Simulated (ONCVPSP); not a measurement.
Cs: pseudopotential generation

System: caesium (Cs, Z = 55), core [Kr] 4d10, reference valence 5s2 5p6 6s1, valence charge 9.
Method: ONCV potential, PBEsol, scalar-relativistic, made with ONCVPSP 4.0.1.

### Input file
```
# ATOM AND REFERENCE CONFIGURATION
# atsym  z   nc   nv     iexc    psfile
  Cs 55.00    9    3  -116133      upf
#
#   n    l    f
    1    0    2.00
    2    0    2.00
    2    1    6.00
    3    0    2.00
    3    1    6.00
    3    2   10.00
    4    0    2.00
    4    1    6.00
    4    2   10.00
    5    0    2.00
    5    1    6.00
    6    0    1.00
#
# PSEUDOPOTENTIAL AND OPTIMIZATION
# lmax
    2
#
#   l,   rc,      ep,       ncon, nbas, qcut
    0    2.80    0.00    4    9    4.00
    1    1.95    0.00    3    6    3.90
    2    2.30    0.22    4    7    4.80
#
# LOCAL POTENTIAL
# lloc, lpopt,  rc(5),   dvloc0
    4    4    1.95    3.00
#
# VANDERBILT-KLEINMAN-BYLANDER PROJECTORs
# l, nproj, debl
    0    2    1.30
    1    1    3.00
    2    2    1.50
#
# MODEL CORE CHARGE
# icmod, fcfact, rcfact
    3    1.75    1.20
#
# LOG DERIVATIVE ANALYSIS
# epsh1, epsh2, depsh
   -2.00    5.00    0.02
#
# OUTPUT GRID
# rlmax, drl
    6.00    0.01
#
# TEST CONFIGURATIONS
# ncnf
    4
# nvcnf
#   n    l    f
    3
    5    0    2.00
    5    1    6.00
    6    0    0.00
#
    3
    5    0    2.00
    5    1    6.00
    6    0    0.50
#
    4
    5    0    2.00
    5    1    6.00
    6    0    0.00
    6    1    1.00
#
    3
    5    0    2.00
    5    1    5.00
    6    0    1.00
#
```

Hardware: 1 CPU thread, shared host.

Run as:
```bash
oncvpsp.x < Cs.dat > Cs.out
```

### Output (extracts)
```
ONCVPSP  (Optimized Norm-Conservinng Vanderbilt PSeudopotential)
scalar-relativistic version 4.0.1

#   n    l    f        energy (Ha)
    1    0    2.00    -1.3150013E+03
    2    0    2.00    -2.0628265E+02
    2    1    6.00    -1.8507109E+02
    3    0    2.00    -4.2877236E+01
    3    1    6.00    -3.6052324E+01
    3    2   10.00    -2.6029033E+01
    4    0    2.00    -8.0854203E+00
    4    1    6.00    -5.9028092E+00
    4    2   10.00    -2.7268396E+00
    5    0    2.00    -9.8445606E-01
    5    1    6.00    -4.9778437E-01
    6    0    1.00    -7.6577460E-02

Reference configufation results
  iterations    31
  all-electron total energy (Ha)   -7.78380505D+03

Begin loop to  construct optimized pseudo wave functions
and semi-local pseudopoentials for all angular momenta

Calculating optimized projector #   1

 for l=   0

    Fraction of norm inside rc  0.948061
    Optimizing pswf for qcut=   4.00 a_B^-1,  ecut=   8.00 Ha
    Residual kinetic energy error=  7.57D-06 Ha

    Energy error per electron        Cutoff
         Ha          eV             Ha
         0.01000     0.27211        3.08
         0.00100     0.02721        5.26
         0.00010     0.00272        6.68
         0.00001     0.00027        7.85

Calculating optimized projector #   2

 for l=   0

    Fraction of norm inside rc  0.045875
    Optimizing pswf for qcut=   4.00 a_B^-1,  ecut=   8.00 Ha
    Residual kinetic energy error=  5.54D-06 Ha

    Energy error per electron        Cutoff
         Ha          eV             Ha
         0.01000     0.27211        1.24
         0.00100     0.02721        4.42
         0.00010     0.00272        6.31
         0.00001     0.00027        7.64

Calculating optimized projector #   1

 for l=   1

    Fraction of norm inside rc  0.480184
    Optimizing pswf for qcut=   3.89 a_B^-1,  ecut=   7.56 Ha
    Residual kinetic energy error=  2.07D-03 Ha

    Energy error per electron        Cutoff
         Ha          eV             Ha
         0.01000     0.27211        3.04
         0.00100     0.02721       12.73
         0.00010     0.00272       30.21
         0.00001     0.00027       60.92

WARNING wellstate: moderately localized bound state found for n= 5 l=  2
WARNING scattering state with energy  0.05000000
WARNING will be used for the first projector

   Wellstate for l =  2  n =  5
     eigenvalue =   0.0500
     asymptotic potential =   0.5500
     half-point radius =  6.2381

   Wellstate for l =  2  n =  7
     eigenvalue =   1.5500
     asymptotic potential =   2.0500
     half-point radius =  5.1951

Calculating optimized projector #   1

 for l=   2

    Fraction of norm inside rc  0.231940
    Optimizing pswf for qcut=   4.80 a_B^-1,  ecut=  11.52 Ha
    Residual kinetic energy error=  6.42D-07 Ha

    Energy error per electron        Cutoff
         Ha          eV             Ha
         0.01000     0.27211        2.90
         0.00100     0.02721        4.23
         0.00010     0.00272        5.27
         0.00001     0.00027        6.77

Calculating optimized projector #   2

 for l=   2

    Fraction of norm inside rc  0.141043
    Optimizing pswf for qcut=   4.80 a_B^-1,  ecut=  11.52 Ha
    Residual kinetic energy error=  5.42D-04 Ha

    Energy error per electron        Cutoff
         Ha          eV             Ha
         0.01000     0.27211        4.30
         0.00100     0.02721        6.34
         0.00010     0.00272       37.81
         0.00001     0.00027       45.65

Construct Vanderbilt / Kleinmman-Bylander projectors

B matrix Hermiticity error, ll=   0
   1   2    3.8198E-05

  Orthonormal projector coefficients  8.1266E-01 -3.4579E-01

B matrix Hermiticity error, ll=   2
   1   2   -6.8696E-05

  Orthonormal projector coefficients  4.8197E+01  4.3770E-01

Model core correction analysis
  based on d2Exc/dn_idn_j

d2excae - all-electron derivatives

   -2.407857D-02   -2.041722D-02   -1.279699D-03
   -2.041729D-02   -2.068784D-02   -2.700380D-03
   -1.278448D-03   -2.697204D-03   -3.383369D-02

d2excps - pseudofunction derivatives with no core correction

   -3.401652D-02   -2.387904D-02   -2.009350D-03
   -2.387977D-02   -2.312101D-02   -2.932921D-03
   -2.008563D-03   -2.929761D-03   -3.388484D-02

rms 2nd derivative error    3.798132E-03

rmatch, rhocmatch    1.3527    2.0563

Teter function model core charge with specified parameters

d2excps - pseudofunction derivatives with core correction

   -2.816141D-02   -2.182790D-02   -1.625557D-03
   -2.182809D-02   -2.213633D-02   -2.807381D-03
   -1.624349D-03   -2.804203D-03   -3.385912D-02

rms 2nd derivative error    1.598990E-03

Pseudoatom total energy  -20.412100

Diagnostic tests using Vanderbilt-Kleinman-Bylander pseudopotentials
  1 or more projectors used as specified by nproj input data

   l    rcore       rmatch      e in        delta e   norm test  slope test

   0   2.8063419   2.8915485  -0.9844561   0.0000003   1.0000876   1.0000842
   0   2.8063419   2.8915485  -0.0765775   0.0000004   1.0000123   1.0000101

   1   1.9600256   2.0195362  -0.4977844   0.0000512   1.0000193   1.0003449

   2   2.3036008   2.3735431   0.0500000   0.0000047   1.0001298   1.0001298
   2   2.3036008   2.3735431   1.5500000   0.0000008   1.0001664   1.0001664

 Testing for bound ghosts
   n   l    E NL Schr. Eq   E Basis Diag.   E Cutoff

   1   0       -0.984456       -0.984455     44.54
   2   0       -0.076577       -0.050935     44.54

   2   1       -0.497733       -0.496385     25.51

   3   2       -0.013810        0.028706     48.28

 Testing for highly-localized positive-energy ghosts
       l    <radius>/rc     E Basis Diag.   E Cutoff

       2        0.960152       29.389785     48.28  WARNING - GHOST(+)

       2        0.574312       69.298636     48.28  WARNING - GHOST(+)

Test configuration 0

   n   l     f        eae           eps        diff
   1   0  2.0000-1315.00130666
   2   0  2.0000 -206.28264581
   2   1  6.0000 -185.07109063
   3   0  2.0000  -42.87723648
   3   1  6.0000  -36.05232421
   3   2 10.0000  -26.02903261
   4   0  2.0000   -8.08542027
   4   1  6.0000   -5.90280922
   4   2 10.0000   -2.72683965
   5   0  2.0000   -0.98445606   -0.98445575    3.17D-07
   5   1  6.0000   -0.49778437   -0.49773314    5.12D-05
   6   0  1.0000   -0.07657746   -0.07657709    3.74D-07

    Total energies and differences
      AE_ref= -7.78380505D+03  AE_tst= -7.78380505D+03  dif=  0.00D+00
      PS_ref= -2.04120997D+01  PS_tst= -2.04120997D+01  dif= -1.07D-13
      PSP excitation error=  1.07D-13

Test configuration 1

   n   l     f        eae           eps        diff
   1   0  2.0000-1315.19361117
   2   0  2.0000 -206.47489059
   2   1  6.0000 -185.26331762
   3   0  2.0000  -43.06947307
   3   1  6.0000  -36.24455753
   3   2 10.0000  -26.22127322
   4   0  2.0000   -8.27743692
   4   1  6.0000   -6.09477913
   4   2 10.0000   -2.91869913
   5   0  2.0000   -1.17532726   -1.17563964   -3.12D-04
   5   1  6.0000   -0.68665490   -0.68660941    4.55D-05

    Total energies and differences
      AE_ref= -7.78380505D+03  AE_tst= -7.78366570D+03  dif=  1.39D-01
      PS_ref= -2.04120997D+01  PS_tst= -2.02727354D+01  dif=  1.39D-01
      PSP excitation error= -1.32D-05

Test configuration 2

   n   l     f        eae           eps        diff
   1   0  2.0000-1315.09095842
   2   0  2.0000 -206.37227062
   2   1  6.0000 -185.16070980
   3   0  2.0000  -42.96685508
   3   1  6.0000  -36.14194173
   3   2 10.0000  -26.11865282
   4   0  2.0000   -8.17495392
   4   1  6.0000   -5.99232528
   4   2 10.0000   -2.81631307
   5   0  2.0000   -1.07357716   -1.07368957   -1.12D-04
   5   1  6.0000   -0.58624892   -0.58619633    5.26D-05
   6   0  0.5000   -0.13835641   -0.13836095   -4.54D-06

    Total energies and differences
      AE_ref= -7.78380505D+03  AE_tst= -7.78375150D+03  dif=  5.36D-02
      PS_ref= -2.04120997D+01  PS_tst= -2.03585417D+01  dif=  5.36D-02
      PSP excitation error= -3.50D-06

Test configuration 3

   n   l     f        eae           eps        diff
   1   0  2.0000-1315.04886755
   2   0  2.0000 -206.33026384
   2   1  6.0000 -185.11867703
   3   0  2.0000  -42.92492677
   3   1  6.0000  -36.10000987
   3   2 10.0000  -26.07672101
   4   0  2.0000   -8.13305140
   4   1  6.0000   -5.95041443
   4   2 10.0000   -2.77439117
   5   0  2.0000   -1.03181431   -1.03171116    1.03D-04
   5   1  6.0000   -0.54389062   -0.54351214    3.78D-04
   6   1  1.0000   -0.04699334   -0.04701834   -2.50D-05

    Total energies and differences
      AE_ref= -7.78380505D+03  AE_tst= -7.78375536D+03  dif=  4.97D-02
      PS_ref= -2.04120997D+01  PS_tst= -2.03625339D+01  dif=  4.96D-02
      PSP excitation error=  1.28D-04

Test configuration 4

   n   l     f        eae           eps        diff
   1   0  2.0000-1315.39312793
   2   0  2.0000 -206.67143348
   2   1  6.0000 -185.46026513
   3   0  2.0000  -43.26409977
   3   1  6.0000  -36.43922709
   3   2 10.0000  -26.41601622
   4   0  2.0000   -8.46852093
   4   1  6.0000   -6.28544508
   4   2 10.0000   -3.10795929
   5   0  2.0000   -1.33248761   -1.33335940   -8.72D-04
   5   1  5.0000   -0.82619488   -0.82576865    4.26D-04
   6   0  1.0000   -0.27041316   -0.27039590    1.73D-05

    Total energies and differences
      AE_ref= -7.78380505D+03  AE_tst= -7.78314749D+03  dif=  6.58D-01
      PS_ref= -2.04120997D+01  PS_tst= -1.97545182D+01  dif=  6.58D-01
      PSP excitation error= -2.06D-05
```

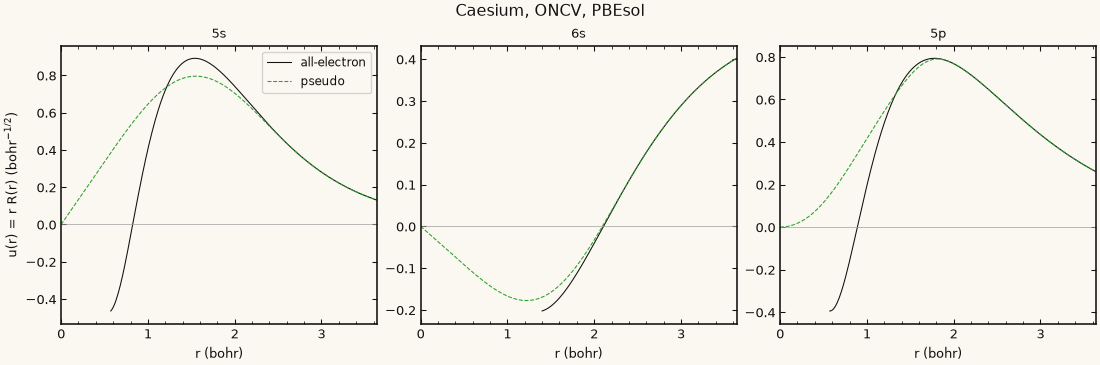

Pseudo-waves (dashed) against the all-electron radial functions (solid). The innermost oscillations of some all-electron curves aren't drawn. Reference configuration 5s2 5p6 6s1.

- Matching radii: 5s at 2.80 bohr; 6s at 2.80 bohr; 5p at 1.95 bohr. The curves merge smoothly, so the plot gives these only roughly.
- Nodes of the pseudo-waves: 5s has no node; 6s has a node at about 2.1 bohr; 5p has no node. A node in 6s is expected, since a lower shell of the same l is also in the valence and the two must stay orthogonal.
- Cutoffs needed: 13 Ha (loose) and 30 Ha (tight), as the cutoffs at which the residual kinetic energy of the hardest occupied pseudo-wave falls to 1 and 0.1 mHa per electron.

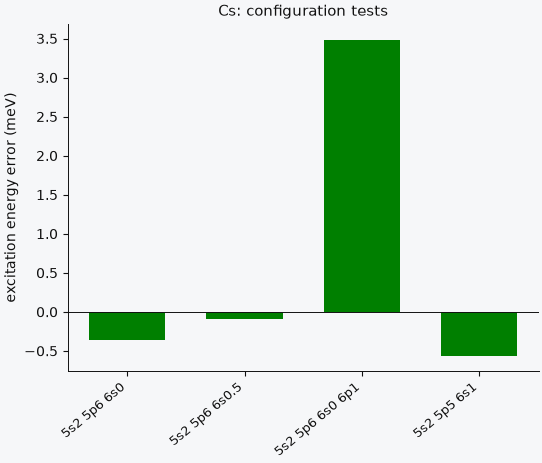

Errors, all-electron minus pseudo, of the energies of valence configurations relative to the unpolarised reference 5s2 5p6 6s1.

- Worst configuration: 5s2 5p6 6s0 6p1 (neutral): the error is +3.5 meV on an all-electron energy of +1.35 eV relative to the reference, or 0.26 %.
- Errors in meV: 5s2 5p6 6s0: -0.4; 5s2 5p6 6s0.5: -0.1; 5s2 5p6 6s0 6p1: +3.5; 5s2 5p5 6s1: -0.6.
- Configurations within 10 meV and within 50 meV: 4 and 4 of 4.

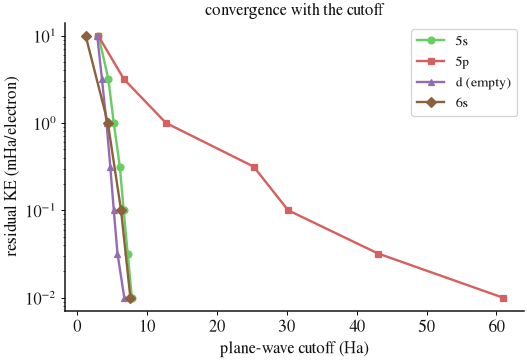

Residual kinetic energy of the pseudo-waves (the first of each channel, and further valence shells) beyond the plane-wave cutoff, as the generator prints it.

- Cutoffs for the occupied states: 13 Ha for 1 mHa and 30 Ha for 0.1 mHa per electron. The first is set by 5p.
- Hardest wave at 1 mHa per electron: 5p, with rc = 1.95 bohr and qcut = 3.9 1/bohr. The optimisation minimises, but can't always remove, the kinetic energy above qcut²/2 = 7.6 Ha, and a larger rc would as a rule soften the wave at some cost in transferability.
- Cutoffs for 1 mHa per electron: 5p: 13 Ha; 5s: 5.3 Ha; 6s: 4.4 Ha; d (empty): 4.2 Ha.

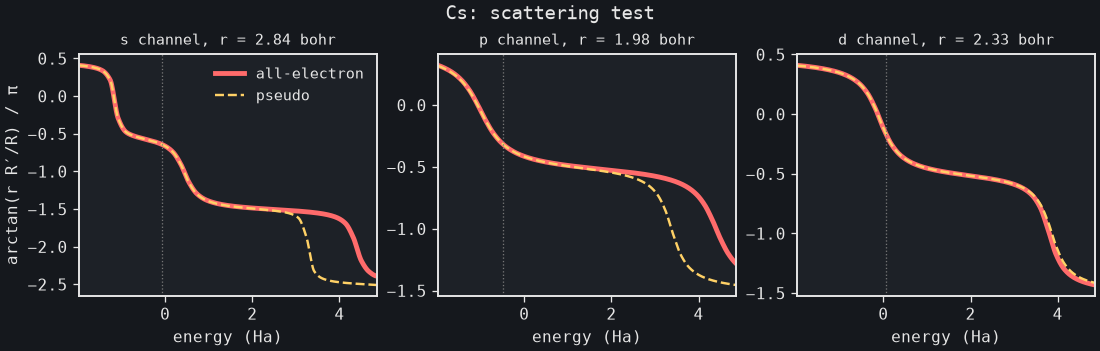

Unwrapped phase arctan(r R′/R) in units of π against energy, all-electron (solid) and pseudo (dashed); the pseudo phase is matched to the all-electron one at the reference energy. Here R(r) is the radial function. The dotted line marks the reference energy of the channel. Not drawn: f: not judged.

- Range over which the phases agree within 0.05 rad: s: up to about 2.5 Ha; p: up to about 1.9 Ha; d: up to about 3.5 Ha.
- Ghost states: Going away from the reference energies, the phases part by more than π/2 in: s at about 3.3 Ha (above its reference energy, pseudo phase lower); p at about 3.5 Ha (above its reference energy, pseudo phase lower). Such a step is either a state that only one of the two atoms has or an ordinary level shifted in energy. The separate test gives: no bound ghost flagged; no localised positive-energy state flagged (flags above 300 eV left out).
- Poles, where the radial function vanishes at the test radius: s: all-electron at -0.8 and 2.3 Ha, pseudo at -0.8, 2.1 and 4.6 Ha; p: all-electron at 1.3 Ha, pseudo at 1.1 Ha; d: all-electron at 1.7 Ha, pseudo at 1.7 Ha.

### Key numbers

- outcome: generated
- cutoffs needed: 13 Ha and 30 Ha (the cutoffs at which the residual kinetic energy of the hardest occupied pseudo-wave falls to 1 and 0.1 mHa per electron)
- ghost test: no bound ghost flagged; no localised positive-energy state flagged (flags above 300 eV left out)
- largest excitation error: +3.5 meV (all-electron minus pseudo) for 5s2 5p6 6s0 6p1, out of 4 test configurations
- rms error of d²Exc/dni dnj: 3.80 mHa without and 1.60 mHa with the model core
- range over which the phases arctan(r R′/R) at the test radius agree within 0.05 rad (a looser test near the poles than one of phase shifts): s: up to about 2.5 Ha; p: up to about 1.9 Ha; d: up to about 3.5 Ha; f: not judged, local potential alone
- wall time: 3.2 s

### Notes

Warnings of the program, in the generation or the tests: wellstate: moderately localized bound state found for n= 5 l= 2.
